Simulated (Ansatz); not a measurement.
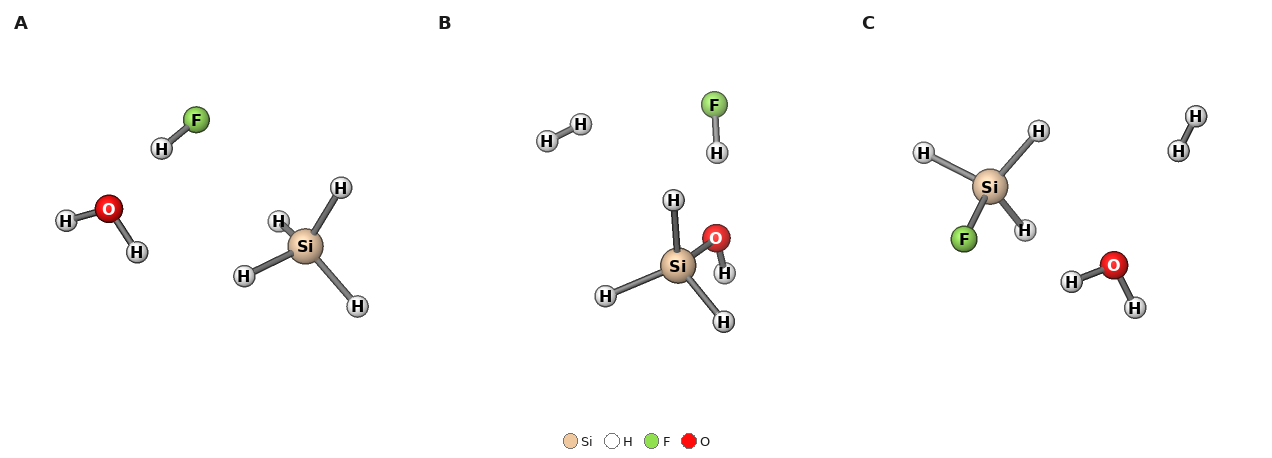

3 stationary structures of one formula. Geometries: PBE0-D4/def2-TZVP. Electronic energies: CCSD(T)/CBS (MP2 limit from def2-TZVPP and def2-QZVPP plus CCSD(T) − MP2) (Ansatz 0.2.0), without zero-point energy. Each is one conformer, not always the lowest.

**Which structure is the most stable?**

C is lowest (a minimum); B lies 0.241 eV above it (a minimum), A lies 0.798 eV above it (a minimum).
